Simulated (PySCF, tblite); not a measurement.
# H₂S₂: protonation, part 2 of 2

tblite 0.8.0 and PySCF 2.14.0. Atoms count from 0. Earlier steps stand in the parts before.

### 8 Infrared spectrum with GFN2-xTB

Job settings and geometry (Å):

```
{"job": {"kind": "ir", "xc": "GFN2-xTB", "basis": "xTB"}, "charge": 1, "multiplicity": 1}
S     -0.865856     0.322624     0.495301
S      0.860769     0.279208    -0.665289
H     -1.723354    -0.329564    -0.338053
H      1.641294    -0.158461     0.331623
H     -1.348910     1.544559     0.137730
```

Output:

```text
mode    cm-1     km/mol
  1     142.3     88.84
  2     461.2      0.39
  3     676.2     15.65
  4     719.5      2.39
  5     875.9      9.54
  6    1087.7      5.67
  7    2213.8     12.77
  8    2218.2     12.62
  9    2380.0     24.82
ZPE 64.447  H(298)-E 77.579  G(298)-E -3.172 kJ/mol  S 270.84 J/(mol K)
```

Run time: 0.29 s. Hardware: 1 thread of Intel Xeon at 2.70GHz, shared host.

The strongest bands and the atoms that carry them (share of the mass-weighted mode):

| cm⁻¹ | km/mol | atoms |
| --- | --- | --- |
| 142 | 88.8 | H3 63 %, H4 17 %, H2 17 % |
| 676 | 15.7 | H3 33 %, H4 32 %, H2 30 % |
| 720 | 2.4 | H2 50 %, H4 45 % |
| 876 | 9.5 | H3 61 %, H4 16 %, H2 15 % |
| 1088 | 5.7 | H4 48 %, H2 48 % |
| 2214 | 12.8 | H2 83 %, H4 14 % |
| 2218 | 12.6 | H4 83 %, H2 14 % |
| 2380 | 24.8 | H3 97 % |

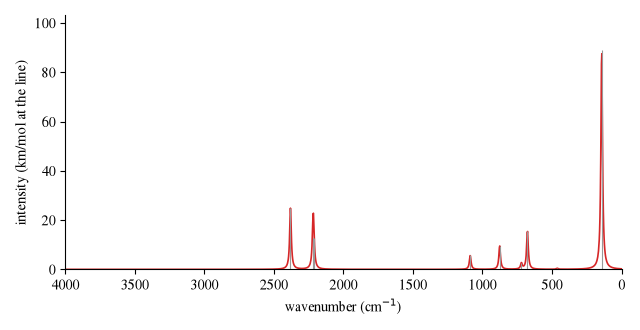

The infrared spectrum from these modes, unscaled. Lines are broadened to a width of 14 cm⁻¹ (Lorentzian).

### 9 Relaxing the molecule at PBE-D3(BJ)/def2-SVP

This step treats H3S2+, `S[SH2+]`.

Job settings and geometry (Å):

```
{"job": {"xc": "PBE", "basis": "def2-SVP", "d3": "d3bj", "grid": 1, "kind": "geom"}, "charge": 1, "multiplicity": 1}
S     -0.865856     0.322624     0.495301
S      0.860769     0.279208    -0.665289
H     -1.723354    -0.329564    -0.338053
H      1.641294    -0.158461     0.331623
H     -1.348910     1.544559     0.137730
```

Output:

```text
step   0  E = -797.26713014  max force = 0.019495
step   1  E = -797.26837539  max force = 0.003919
step   2  E = -797.26844902  max force = 0.000275
step   3  E = -797.26844987  max force = 0.000084
optimisation converged
```

It took 7 s on 1 thread of Intel Xeon at 2.70GHz, shared host.

Along the way:

```
step  energy from step 0 (eV)  largest force component (eV/Å)
   0                   0.0000                          1.0025
   1                  -0.0339                          0.2015
   2                  -0.0359                          0.0141
   3                  -0.0359                          0.0043
```

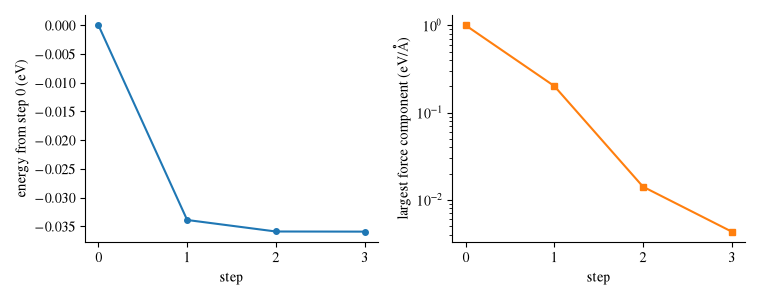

Energy and largest force along the relaxation.

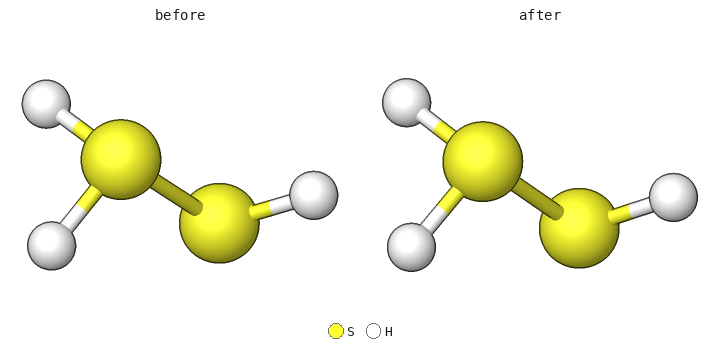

Before and after, at one scale.

Distances of close pairs at the start and the end, largest changes first:

```csv
bond,before (Å),after (Å),change (Å)
S1–H3,1.340,1.370,+0.030
S0–S1,2.081,2.108,+0.028
S0–H2,1.362,1.380,+0.018
S0–H4,1.362,1.380,+0.018
```

The end geometry stands in the next job.

```csv
at the end point,value
point group (found at 0.08 Å tolerance),Cs
"rotational constants (GHz, main isotopes)","93.904, 6.486, 6.379"
```

### 10 Harmonic vibrations (H₃S₂+): PBE-D3(BJ)/def2-SVP

Job settings and geometry (Å):

```
{"job": {"xc": "PBE", "basis": "def2-SVP", "d3": "d3bj", "grid": 2, "kind": "hessian"}, "charge": 1, "multiplicity": 1}
S     -0.843244     0.322845     0.489664
S      0.878320     0.280680    -0.726909
H     -1.746138    -0.348664    -0.309608
H      1.634105    -0.158895     0.327586
H     -1.353718     1.565286     0.173590
```

Output:

```text
coarse grid: 5112 points
cycle   1  E = -797.1539376463  dE =  3.903e-01  |g| = 2.479e-01  |ddm| = 2.094e+00
cycle   2  E = -797.1023632089  dE =  5.157e-02  |g| = 4.541e-01  |ddm| = 1.028e+00
cycle   3  E = -797.1759214084  dE = -7.356e-02  |g| = 5.108e-02  |ddm| = 7.060e-01
cycle   4  E = -797.1766856771  dE = -7.643e-04  |g| = 1.591e-02  |ddm| = 9.040e-02
cycle   5  E = -797.1767638275  dE = -7.815e-05  |g| = 4.313e-03  |ddm| = 2.340e-02
cycle   6  E = -797.1767705717  dE = -6.744e-06  |g| = 4.782e-04  |ddm| = 5.643e-03
final grid: 39608 points
cycle   7  E = -797.2684678326  dE = -8.642e-06  |g| = 5.710e-03  |ddm| = 2.851e-02
cycle   8  E = -797.2684645552  dE =  3.277e-06  |g| = 6.441e-03  |ddm| = 1.745e-02
cycle   9  E = -797.2684772741  dE = -1.272e-05  |g| = 7.609e-04  |ddm| = 9.147e-03
cycle  10  E = -797.2684774515  dE = -1.774e-07  |g| = 2.167e-04  |ddm| = 1.221e-03
cycle  11  E = -797.2684774695  dE = -1.801e-08  |g| = 2.356e-05  |ddm| = 3.334e-04
cycle  12  E = -797.2684774697  dE = -1.843e-10  |g| = 3.795e-06  |ddm| = 3.112e-05
cycle  13  E = -797.2684774697  dE = -8.299e-12  |g| = 5.467e-07  |ddm| = 4.975e-06
converged SCF energy = -797.2684774697

mode    cm-1
  1     213.5
  2     442.8
  3     735.2
  4     799.0
  5     938.5
  6    1154.4
  7    2486.7
  8    2497.9
  9    2580.4
ZPE 70.870  H(298)-E 83.555  G(298)-E 3.751 kJ/mol  S 267.66 J/(mol K)
```

Run time: 22 s. Hardware: 1 thread of Intel Xeon at 2.70GHz, shared host; peak memory 0.69 GiB.

Zero-point energy 70.87 kJ/mol (xTB gave 64.45).

### 11 Single point (H3S2+): M06-2X/def2-TZVP

Geometry: PBE-D3(BJ)/def2-SVP.

Job settings and geometry (Å):

```
{"job": {"kind": "sp", "xc": "M06-2X", "basis": "def2-TZVP", "grid": 3}, "charge": 1, "multiplicity": 1}
S     -0.843244     0.322845     0.489664
S      0.878320     0.280680    -0.726909
H     -1.746138    -0.348664    -0.309608
H      1.634105    -0.158895     0.327586
H     -1.353718     1.565286     0.173590
```

Output:

```text
coarse grid: 20048 points
cycle   1  E = -797.8042865843  dE =  4.093e-01  |g| = 3.525e-01  |ddm| = 1.589e+00
cycle   2  E = -797.8252287014  dE = -2.094e-02  |g| = 3.041e-01  |ddm| = 6.043e-01
cycle   3  E = -797.8499834667  dE = -2.475e-02  |g| = 4.638e-02  |ddm| = 2.883e-01
cycle   4  E = -797.8504679906  dE = -4.845e-04  |g| = 1.266e-02  |ddm| = 5.283e-02
cycle   5  E = -797.8505048239  dE = -3.683e-05  |g| = 3.252e-03  |ddm| = 1.287e-02
cycle   6  E = -797.8505079733  dE = -3.149e-06  |g| = 9.926e-04  |ddm| = 3.619e-03
final grid: 67184 points
cycle   7  E = -797.8497322525  dE = -6.128e-06  |g| = 1.913e-03  |ddm| = 6.226e-03
cycle   8  E = -797.8497326359  dE = -3.834e-07  |g| = 1.233e-03  |ddm| = 2.334e-03
cycle   9  E = -797.8497329661  dE = -3.302e-07  |g| = 1.357e-04  |ddm| = 1.015e-03
cycle  10  E = -797.8497329750  dE = -8.850e-09  |g| = 4.354e-05  |ddm| = 1.787e-04
converged SCF energy = -797.8497329750
```

It took 5.2 s on 1 thread of Intel Xeon at 2.70GHz, shared host.

### 12 Single point (H₂S₂): M06-2X/def2-TZVP in water

Geometry: PBE-D3(BJ)/def2-SVP.

Job settings and geometry (Å):

```
{"job": {"kind": "sp", "xc": "M06-2X", "basis": "def2-TZVP", "grid": 3, "solvent": "water"}, "charge": 0, "multiplicity": 1}
S     -0.914699     0.466488     0.497619
S      0.914575     0.488940    -0.518316
H     -1.547271    -0.489482    -0.251782
H      1.567780    -0.455771     0.227668
```

Output:

```text
final grid: 57376 points
cycle   1  E = -797.5729437764  dE = -6.395e-04  |g| = 1.374e-02  |ddm| = 7.827e-02
cycle   2  E = -797.5730012266  dE = -5.745e-05  |g| = 8.071e-03  |ddm| = 2.928e-02
cycle   3  E = -797.5730182387  dE = -1.701e-05  |g| = 1.329e-03  |ddm| = 7.741e-03
cycle   4  E = -797.5730191962  dE = -9.575e-07  |g| = 5.217e-04  |ddm| = 3.698e-03
cycle   5  E = -797.5730193023  dE = -1.061e-07  |g| = 6.217e-05  |ddm| = 1.055e-03
cycle   6  E = -797.5730193045  dE = -2.206e-09  |g| = 1.242e-05  |ddm| = 1.588e-04
converged SCF energy = -797.5730193045
```

Run time: 4.1 s. Hardware: 1 thread of Intel Xeon at 2.70GHz, shared host.

### 13 Single point (H3S2+): M06-2X/def2-TZVP in water

Geometry: PBE-D3(BJ)/def2-SVP.

Job settings and geometry (Å):

```
{"job": {"kind": "sp", "xc": "M06-2X", "basis": "def2-TZVP", "grid": 3, "solvent": "water"}, "charge": 1, "multiplicity": 1}
S     -0.843244     0.322845     0.489664
S      0.878320     0.280680    -0.726909
H     -1.746138    -0.348664    -0.309608
H      1.634105    -0.158895     0.327586
H     -1.353718     1.565286     0.173590
```

Output:

```text
final grid: 67184 points
cycle   1  E = -797.9592903629  dE = -1.423e-03  |g| = 2.592e-02  |ddm| = 1.085e-01
cycle   2  E = -797.9594109014  dE = -1.205e-04  |g| = 1.945e-02  |ddm| = 4.959e-02
cycle   3  E = -797.9595097386  dE = -9.884e-05  |g| = 2.824e-03  |ddm| = 1.941e-02
cycle   4  E = -797.9595126981  dE = -2.960e-06  |g| = 8.001e-04  |ddm| = 4.777e-03
cycle   5  E = -797.9595130206  dE = -3.225e-07  |g| = 1.349e-04  |ddm| = 2.048e-03
cycle   6  E = -797.9595130275  dE = -6.875e-09  |g| = 3.921e-05  |ddm| = 2.290e-04
converged SCF energy = -797.9595130275
```

It took 4.6 s on 1 thread of Intel Xeon at 2.70GHz, shared host.

### 14 Protonation: M06-2X/def2-TZVP

This step combines the energies above: geometries from PBE-D3(BJ)/def2-SVP, zero-point and thermal terms from PBE-D3(BJ)/def2-SVP.

Job settings and geometry (Å):

```
{"job": {"kind": "pa", "geom": {"xc": "PBE", "basis": "def2-SVP", "d3": "d3bj", "grid": 1}, "hess": 1, "level": {"xc": "M06-2X", "basis": "def2-TZVP", "grid": 3, "solvents": ["water"]}}, "charge": 0, "multiplicity": 1}
S     -0.914699     0.466488     0.497619
S      0.914575     0.488940    -0.518316
H     -1.547271    -0.489482    -0.251782
H      1.567780    -0.455771     0.227668
```

Output (the driver's rows laid out field by field):

```text
protonation site by site, M06-2X/def2-TZVP // PBE-D3(BJ)/def2-SVP

row 1
  formula                 H3S2
  charge                  1
  multiplicity            1
  smiles                  S[SH2+]
  kept                    yes
  pieces                  1
  point_group             Cs
  atom                    0
  element                 S
  electronic              739.54
  enthalpy                719.9
  free_energy             691.78
  solution                water 966.98
  share_gas               1.0
  share_solution          water 1.0
```

It took 72 s on 1 thread of Intel Xeon at 2.70GHz, shared host.

Energy given off on adding a proton (kJ/mol, gas phase, 298 K for the thermal columns):

```
site  product  electronic  enthalpy  free energy
  S0  S[SH2+]       739.5     719.9        691.8
```

Free energies in a continuum (kJ/mol, same sign; the bare proton is left unsolvated, so these are no solution acidities or basicities): water: S0 967.0.

### 15 Results

This closing draws on all 2 parts.

```
                                    quantity                   value
   strongest single infrared mode (GFN2-xTB)   2350 cm⁻¹, 119 km/mol
                zero-point energy (GFN2-xTB)           10.2 kcal/mol
                                 point group                      C2
        rotational constants (main isotopes)  141.85, 6.74, 6.74 GHz
       surface potential, 1st and 99th percentile      -0.68 V and 1.42 V
proton affinity (−ΔH), S0 (M06-2X/def2-TZVP)            719.9 kJ/mol
```

In words: All 6 modes are real, so the xTB geometry is a minimum. The strongest single mode, at 2350 cm⁻¹, moves mainly H2 and H3. GFN2-xTB is a fitted tight-binding method: band positions and strengths are rough. Its intensities can rank the bands wrongly. Over 3 steps the energy fell by 0.043 eV; of the close pairs, S0–S1 changed most, 2.045 to 2.093 Å (PBE/def2-SVP). The proton affinity (−ΔH) at S0 is 719.9 kJ/mol at M06-2X/def2-TZVP; zero-point and thermal terms move it by -19.6 kJ/mol from the electronic value.
